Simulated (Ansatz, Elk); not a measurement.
## Bonding as seen by X-rays: TiGa4

Structure refinements treat a crystal as free atoms side by side. For a made-up structure of TiGa4 (cell and positions from a PBEsol relaxation) the runs below show what the calculated density changes in F(hkl).

Main program and level: Elk 11.2.3 (patched build); DFT, PBE, all-electron APW+lo, Dirac cores, scalar-relativistic bands, static density, no spin.

The structure was built from a prototype and need not be the compound's stable phase.

## Step 1: Starting point

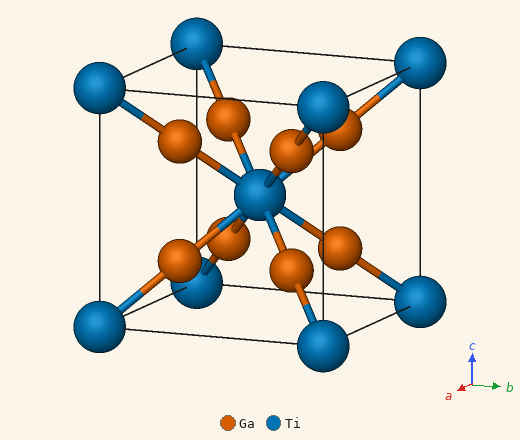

The cell as given, slightly off an axis (gallium orange, titanium blue). This picture shows the conventional cell, with its axes. Some periodic images of atoms are drawn too.

## Step 2: Ground state and structure factors

An all-electron density is needed, since X-rays see the cores too. Task 0 finds the density and task 195 Fourier-transforms it; tshift is off so that phases refer to the origin typed.

File elk.in:

```
tasks
  0
  195

xctype
  20

spinpol
  .false.

rgkmax
  7.0

gmaxvr
  14.0

lmaxo
  7

lmaxapw
  8

swidth
  0.002

tshift
  .false.

ramdisk
  .false.

hmaxvr
  5.5

maxscl
  120

epspot
  1e-06

sppath
  './'

avec
  -5.58144027295 5.58144027295 5.58144027295
  5.58144027295 -5.58144027295 5.58144027295
  5.58144027295 5.58144027295 -5.58144027295

atoms
  2
  'Ga.in'
  4
  0.5000000000 0.5000000000 0.5000000000   0.000000 0.000000 0.000000
  0.5000000000 0.0000000000 0.0000000000   0.000000 0.000000 0.000000
  0.0000000000 0.5000000000 0.0000000000   0.000000 0.000000 0.000000
  0.0000000000 0.0000000000 0.5000000000   0.000000 0.000000 0.000000
  'Ti.in'
  1
  -0.0000000000 -0.0000000000 0.0000000000   0.000000 0.000000 0.000000

ngridk
  6 6 6
```

Launch:

```bash
$ OMP_NUM_THREADS=4 elk
```

Numbers of over 12 decimals in the logs are rounded to 6 here.

What it wrote:

```text
┌─────────────────────────┐
│ Elk code version 11.2.3 │
└─────────────────────────┘

All units are atomic (Hartree, Bohr, etc.)

┌─────────────────────────────────────────────────┐
│ Ground-state run starting from atomic densities │
└─────────────────────────────────────────────────┘

Lattice vectors :
  -5.581440273       5.581440273       5.581440273
   5.581440273      -5.581440273       5.581440273
   5.581440273       5.581440273      -5.581440273

Reciprocal lattice vectors :
 -0.6336690535E-17  0.5628641533      0.5628641533
  0.5628641533     -0.6336690535E-17  0.5628641533
  0.5628641533      0.5628641533     -0.6336690535E-17

Unit cell volume      :    695.5027259
Brillouin zone volume :   0.3566488012

Muffin-tin inner radius fraction :   0.1000000000E-01

Nuclei treated as point charges

Species : 1 (Ga)
 parameters loaded from : Ga.in
 name : gallium
 nuclear charge    :   -31.00000000
 electronic charge :    31.00000000
 atomic mass :    127097.2539
 muffin-tin radius :    2.391834533
 number of radial points in muffin-tin :    993
 inner part over the whole radius :   0.9962837496E-02
 number on inner part of muffin-tin    :    702
 approximate nuclear radius :   0.7562051033E-04
 number of mesh points to nuclear radius :    339
 atomic positions (lattice), magnetic fields (Cartesian) :
  1 :   0.50000000  0.50000000  0.50000000    0.00000000  0.00000000  0.00000000
  2 :   0.50000000  0.00000000  0.00000000    0.00000000  0.00000000  0.00000000
  3 :   0.00000000  0.50000000  0.00000000    0.00000000  0.00000000  0.00000000
  4 :   0.00000000  0.00000000  0.50000000    0.00000000  0.00000000  0.00000000

Species : 2 (Ti)
 parameters loaded from : Ti.in
 name : titanium
 nuclear charge    :   -22.00000000
 electronic charge :    22.00000000
 atomic mass :    87256.20317
 muffin-tin radius :    2.391834533
 number of radial points in muffin-tin :    993
 inner part over the whole radius :   0.9995813567E-02
 number on inner part of muffin-tin    :    699
 approximate nuclear radius :   0.6805665174E-04
 number of mesh points to nuclear radius :    325
 atomic positions (lattice), magnetic fields (Cartesian) :
  1 :   0.00000000  0.00000000  0.00000000    0.00000000  0.00000000  0.00000000

Total number of atoms per unit cell :    5
Total muffin-tin volume :    286.5840457
 ratio of muffin-tin to unit cell volume :   0.4120530877

Spin treatment :
 spin-unpolarised

Number of Bravais lattice symmetries :   48
Number of crystal symmetries         :   48
Crystal has inversion symmetry
Real symmetric eigensolver will be used

k-point grid :      6     6     6
k-point offset :    0.000000000       0.000000000       0.000000000
k-point set is reduced with full crystal symmetry group
Total number of k-points :       16

Muffin-tin radius times maximum |G+k| :    7.000000000
 using average radius
Maximum |G+k| for APW functions       :    2.926623854
Maximum (1/2)|G+k|²                   :    4.282563592
Maximum |G| for potential and density :    14.00000000
Constant for pseudocharge density :    8
 order of it for each species :   15  15
 order of it for pair densities of each species (exact exchange by exxq0 0: 16) :   10  10
Radial integration step length :    1

G-vector grid sizes :     45    45    45
Number of G-vectors :    32325

Maximum angular momentum used for
 APW functions            :    8
 outer part of muffin-tin :    7
 inner part of muffin-tin :    2

Total nuclear charge    :   -146.0000000
Total core charge       :    82.00000000
Total valence charge    :    64.00000000
Total excess charge     :    0.000000000
Total electronic charge :    146.0000000

Effective Wigner radius, rₛ :    1.043804401

Number of empty states         :     20
Total number of valence states :     53
Total number of core states    :     82

Third-order local-orbitals added for an l without core states : T
Total number of local-orbitals :     94

Exchange-correlation functional :     20     0     0
[...]
Madelung                    :     -10423.440691422
 xc potential                :     -459.93069066399
 exchange                    :     -338.17609088650
 correlation                 :     -6.976943
 electron entropic           :    -0.14433694654209E-02
 total energy                :     -8630.8197727008

Density of states at Fermi energy :    102.5459374
 (states/Hartree/unit cell)

Estimated indirect band gap :   0.5780638734E-03
 from k-point 9 to k-point 3
Estimated direct band gap   :   0.7843234169E-02
 at k-point 9

Charges :
 core                        :    82.00000000
 valence                     :    64.00000000
 interstitial                :    6.479583458
 muffin-tins (core leakage)
  species : 1 (Ga)
   atom 1                    :    29.45909425     (  0.8127957317E-03)
[...]
species : 2 (Ti)
[...]
total in muffin-tins        :    139.5204165
 total calculated charge     :    145.9964203
 total charge                :    146.0000000
 error                       :   0.3579693429E-02

RMS change in Kohn-Sham potential (target) :   0.3258127978     (  0.1000000000E-05)
Absolute change in total energy (target)   :   0.1241217190     (  0.1000000000E-03)

[... loops 3 to 17 left out ...]

┌──────────────────┐
│ Loop number : 18 │
└──────────────────┘

Energies :
 Fermi                       :     0.162164
 sum of occupied eigenvalues :     -4966.2407020286
 electron kinetic            :      8792.7197496744
 core electron kinetic       :      8186.3650326512
 Coulomb                     :     -17078.047426889
 Coulomb potential           :     -13310.572971052
 nuclear-nuclear             :     -1153.9231844594
 electron-nuclear            :     -18566.117596201
 Hartree                     :      2641.9933537707
 Madelung                    :     -10422.760941363
 xc potential                :     -448.38748065080
 exchange                    :     -337.98693524267
 correlation                 :     -6.973042
 electron entropic           :    -0.17659457171240E-02
 total energy                :     -8630.2894201861

Density of states at Fermi energy :    135.7245122
 (states/Hartree/unit cell)

Estimated indirect band gap :   0.2194001011E-02
 from k-point 1 to k-point 9
Estimated direct band gap   :   0.6170900085E-02
 at k-point 4

Charges :
 core                        :    82.00000000
 valence                     :    64.00000000
 interstitial                :    6.922319361
 muffin-tins (core leakage)
  species : 1 (Ga)
[...]
species : 2 (Ti)
[...]
total in muffin-tins        :    139.0776806
 total calculated charge     :    145.9965193
 total charge                :    146.0000000
 error                       :   0.3480659026E-02

RMS change in Kohn-Sham potential (target) :   0.3119664686E-07 (  0.1000000000E-05)
Absolute change in total energy (target)   :   0.1145343049E-05 (  0.1000000000E-03)

Convergence targets achieved

┌──────────────────┐
│ Loop number : 19 │
└──────────────────┘

Energies :
 Fermi                       :     0.162164
 sum of occupied eigenvalues :     -4966.2407001799
 electron kinetic            :      8792.7197503238
 core electron kinetic       :      8186.3650334464
 Coulomb                     :     -17078.047427369
 Coulomb potential           :     -13310.572971295
 nuclear-nuclear             :     -1153.9231844594
 electron-nuclear            :     -18566.117596954
 Hartree                     :      2641.9933540440
 Madelung                    :     -10422.760941722
 xc potential                :     -448.38747920855
 exchange                    :     -337.98693527004
 correlation                 :     -6.973042
 electron entropic           :    -0.17659457460673E-02
 total energy                :     -8630.2894200419

Density of states at Fermi energy :    135.7245118
 (states/Hartree/unit cell)

Estimated indirect band gap :   0.2194002365E-02
 from k-point 1 to k-point 9
Estimated direct band gap   :   0.6170898835E-02
 at k-point 4

Charges :
 core                        :    82.00000000
 valence                     :    64.00000000
 interstitial                :    6.922319323
 muffin-tins (core leakage)
  species : 1 (Ga)
[...]
atom 3                    :    29.63774010     (  0.7824341507E-03)
   atom 4                    :    29.63774010     (  0.7824341507E-03)
  species : 2 (Ti)
   atom 1                    :    20.52672027     ( -0.2201647451E-06)
 total in muffin-tins        :    139.0776807
 total calculated charge     :    145.9965193
 total charge                :    146.0000000
 error                       :   0.3480658977E-02

┌──────────────────────────────┐
│ Self-consistent loop stopped │
└──────────────────────────────┘

Warning : core states of species 1 leak from the muffin-tin :   0.7824341507E-03

Wrote STATE.OUT
```

It took 25 s on 4 threads of Arm Neoverse V2, shared host; peak memory 0.17 GiB.

SFACRHO.OUT:

```text

h k l indices transformed by vhmat matrix:
   1.000000000       0.000000000       0.000000000    
   0.000000000       1.000000000       0.000000000    
   0.000000000       0.000000000       1.000000000    

      h      k      l  multipl.   |H|            Re(F)            Im(F)           |F|

      0      0      0      1   0.0000000       146.00000      0.29276286E-16   146.00000    
      1     -1      0     12  0.79601012       19.045495     -0.11047982E-14   19.045495    
      1      1     -1      6   1.1257283      -87.183783      0.60497898E-14   87.183783    
      1      0      1     24   1.3787300       15.574097      0.60223792E-15   15.574097    
     -2      2      0     12   1.5920202       108.36016      0.20790070E-14   108.36016    
     -2      2      1     24   1.7799327       13.783124      0.54873402E-14   13.783124    
      1     -3      1      8   1.9498186      -72.777787     -0.52712977E-14   72.777787    
     -2      3     -1     48   2.1060448       12.835079      0.10668673E-13   12.835079    
      2     -2      2      6   2.2514566       92.618716     -0.98979609E-14   92.618716    
     -1      2      2     24   2.3880304       11.685463     -0.48145492E-14   11.685463    
      3      0      0     12   2.3880304       11.820453      0.14303509E-13   11.820453    
      3     -1      1     24   2.5172050      -64.159716      0.13882661E-13   64.159716    
     -2      4     -1     24   2.6400669       11.010732     -0.44847225E-14   11.010732    
      0     -2     -2     24   2.7574599       81.691129      0.16605057E-13   81.691129    
      3     -4      0     48   2.8700553       10.305135      0.13085189E-13   10.305135    
      2     -3      3     24   2.8700553       10.177779     -0.39187081E-13   10.177779    
     -1      2      3     48   3.0829339       9.6991020     -0.37103306E-13   9.6991020    
      0      4      0     12   3.1840405       73.307531     -0.15585457E-13   73.307531
```

Elk indexes on the primitive cell of elk.in and gives |H| = 4π sin θ/λ in inverse bohr. Below, one row stands for each form hkl of the conventional cell (m members, Friedel mates merged), F is for one primitive cell and the density is static (no thermal factor). Free-atom factors are Waasmaier and Kirfel's, and R is Σm||F|−|F'||/Σm|F|.

```
hkl   m  sin θ/λ (Å⁻¹)  abs F, DFT  neutral atoms   diff.
110  12          0.120      19.046         18.686  +0.360
200   6          0.169      87.184         87.169  +0.015
211  24          0.207      15.574         15.823  -0.249
220  12          0.239     108.360        109.087  -0.727
310  24          0.268      13.783         14.072  -0.289
222   8          0.293      72.778         73.517  -0.739
321  48          0.317      12.835         12.766  +0.069
400   6          0.339      92.619         93.092  -0.474
411  24          0.359      11.685         11.740  -0.055
330  12          0.359      11.820         11.740  +0.080
420  24          0.379      64.160         64.426  -0.266
332  24          0.397      11.011         10.915  +0.095
422  24          0.415      81.691         81.843  -0.152
431  48          0.432      10.305         10.243  +0.062
```

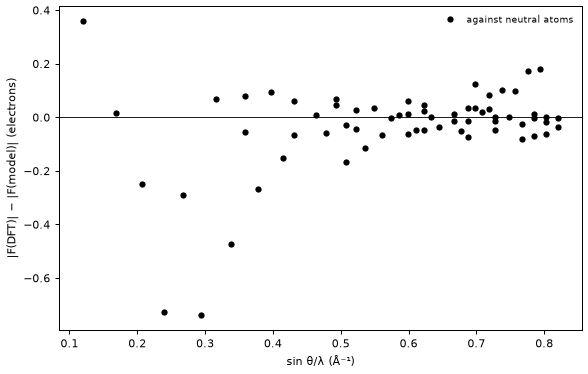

Difference between the calculated structure factors and the independent-atom ones.

## Step 3: The highest occupied states alone

An energy window below the Fermi level keeps the highest occupied states, to see at which angles they scatter; shallow core shells can lie inside it and anion s states outside. No new self-consistency is needed.

elk.in, as its differences from that of step 2:

```diff
@@ -1,3 +1,2 @@
 tasks
-  0
   195
@@ -40,2 +39,5 @@
 
+wsfac
+  -0.278830 0.462160
+
 sppath
```

Launch:

```bash
$ OMP_NUM_THREADS=4 elk
```

What it wrote:

```text
┌─────────────────────────────────┐
│ Elk code version 11.2.3 started │
└─────────────────────────────────┘

Info(readinput): the functional depends on the density's gradient
 muffin-tin radial points multiplied by    2.00000
 (not where nrmtscf is given)

┌────────────────────┐
│ Current task : 195 │
└────────────────────┘
Info(checkmt): changed muffin-tin radius of species 1 (Ga) from   2.4000 to   2.3918
Info(checkmt): changed muffin-tin radius of species 2 (Ti) from   2.4000 to   2.3918

Info(sfacrho): density structure factors written to SFACRHO.OUT

 Energy window :  -0.2788300000      0.4621600000

┌──────────────────┐
│ Elk code stopped │
└──────────────────┘
```

The job ended after 9.2 s (4 threads; peak memory 0.16 GiB; 10 s of CPU time).

States within 12 eV below the Fermi level hold 16.00 electrons; any levels below the window count with the cores. Their amplitudes can exceed the total, where window and core parts have opposite phase:

```
hkl  sin θ/λ (Å⁻¹)  abs F, window  abs F, all
110          0.120          2.179      19.046
200          0.169          1.203      87.184
211          0.207          0.644      15.574
220          0.239          0.662     108.360
310          0.268          0.330      13.783
222          0.293          0.963      72.778
321          0.317          0.498      12.835
400          0.339          0.063      92.619
411          0.359          0.277      11.685
330          0.359          0.392      11.820
```

## Step 4: Another functional

The difference from free atoms is small, so it is set against the change that LDA (Perdew-Wang) makes.

elk.in, as its differences from that of step 3:

```diff
@@ -1,2 +1,3 @@
 tasks
+  0
   195
@@ -4,3 +5,3 @@
 xctype
-  20
+  3
 
@@ -39,5 +40,2 @@
 
-wsfac
-  -0.278830 0.462160
-
 sppath
```

Launch:

```bash
$ OMP_NUM_THREADS=4 elk
```

What it wrote:

```text
┌─────────────────────────┐
│ Elk code version 11.2.3 │
└─────────────────────────┘

All units are atomic (Hartree, Bohr, etc.)

┌─────────────────────────────────────────────────┐
│ Ground-state run starting from atomic densities │
└─────────────────────────────────────────────────┘

Lattice vectors :
  -5.581440273       5.581440273       5.581440273
   5.581440273      -5.581440273       5.581440273
   5.581440273       5.581440273      -5.581440273

Reciprocal lattice vectors :
 -0.6336690535E-17  0.5628641533      0.5628641533
[...]
muffin-tins (core leakage)
  species : 1 (Ga)
[...]
atom 4                    :    29.65567007     (  0.8021352308E-03)
  species : 2 (Ti)
   atom 1                    :    20.54086841     ( -0.3533405392E-05)
 total in muffin-tins        :    139.1635487
 total calculated charge     :    145.9964328
 total charge                :    146.0000000
 error                       :   0.3567204282E-02

┌──────────────────────────────┐
│ Self-consistent loop stopped │
└──────────────────────────────┘

Warning : core states of species 1 leak from the muffin-tin :   0.8021352308E-03

Wrote STATE.OUT
[key lines of the parts left out:]
total energy                :     -8617.3114863067
```

The job ended after 15 s (4 threads; peak memory 0.16 GiB).

Against the first run R = 0.04 %; the largest change is -0.080 at 400.

## Step 5: Basis size

A smaller basis shows how fast F responds to it; the change is likely larger than the basis error of the first run, but doesn't show convergence.

elk.in, as its differences from that of step 4:

```diff
@@ -5,3 +5,3 @@
 xctype
-  3
+  20
 
@@ -11,3 +11,3 @@
 rgkmax
-  7.0
+  5.5
```

Launch:

```bash
$ OMP_NUM_THREADS=4 elk
```

What it wrote:

```text
┌─────────────────────────┐
│ Elk code version 11.2.3 │
└─────────────────────────┘

All units are atomic (Hartree, Bohr, etc.)

┌─────────────────────────────────────────────────┐
│ Ground-state run starting from atomic densities │
└─────────────────────────────────────────────────┘

Lattice vectors :
  -5.581440273       5.581440273       5.581440273
   5.581440273      -5.581440273       5.581440273
   5.581440273       5.581440273      -5.581440273

Reciprocal lattice vectors :
 -0.6336690535E-17  0.5628641533      0.5628641533
[...]
muffin-tins (core leakage)
  species : 1 (Ga)
[...]
atom 4                    :    29.61869496     (  0.7892210600E-03)
  species : 2 (Ti)
   atom 1                    :    20.47674224     ( -0.2201654254E-06)
 total in muffin-tins        :    138.9515221
 total calculated charge     :    145.9967242
 total charge                :    146.0000000
 error                       :   0.3275775305E-02

┌──────────────────────────────┐
│ Self-consistent loop stopped │
└──────────────────────────────┘

Warning : core states of species 1 leak from the muffin-tin :   0.7892210600E-03

Wrote STATE.OUT
[key lines of the parts left out:]
total energy                :     -8630.1424601733
```

The job ended after 24 s (4 threads; peak memory 0.16 GiB).

Against the first run R = 0.03 %; the largest change is +0.095 at 400.

## Step 6: Settings against the effect

```
              run  R against the first run (%)  R against neutral atoms, low angle (%)  wall time
    PBE, rgkmax 7                         0.00                                    0.96       25 s
LDA (Perdew-Wang)                         0.04                                    0.97       15 s
       rgkmax 5.5                         0.03                                    0.96       24 s
```

## Step 7: Results

* R against neutral atoms, sin θ/λ < 0.3 Å⁻¹: 0.96 %
* R against neutral atoms, 0.3 to 0.82 Å⁻¹: 0.28 %

What this shows: Independent neutral atoms miss the calculated amplitudes by R = 0.96 % below 0.3 Å⁻¹ and 0.28 % from there to 0.82 Å⁻¹; by shells, 1.89 % below 0.15 Å⁻¹ (1 form), 0.89 % 0.15 to 0.3 (5 forms), 0.41 % 0.3 to 0.45 (9 forms), 0.25 % above 0.45 (51 forms). Bonding, aspherical density and the tables' own atoms all enter these figures, and the runs don't part them. The largest change of an amplitude is -0.74 electrons, at 222. The window's part falls from 16.0 electrons at the origin to at most 0.31 between 0.45 and 0.82 Å⁻¹. Below 0.3 Å⁻¹ the changes that finished (LDA (Perdew-Wang) and rgkmax 5.5) move F by R = 0.04 % at most, against the 0.96 % that separates it from free atoms. The k-mesh has no finished test. These runs have no spin, though d or f shells may be open. Part of the difference isn't bonding: the tables are fits to free atoms and ions calculated by other methods than this functional. Thermal motion, anomalous dispersion and extinction are left out.

[Logs are printed without paths, hosts, clocks, repeated set-up lines and the standing remarks that a program may print on its own settings, such as how far it seeks lower states.]

[Hosts, paths, dates, database ids (printed as entryN), source tags and the programs' standing remarks are cut or masked in the printed files.]
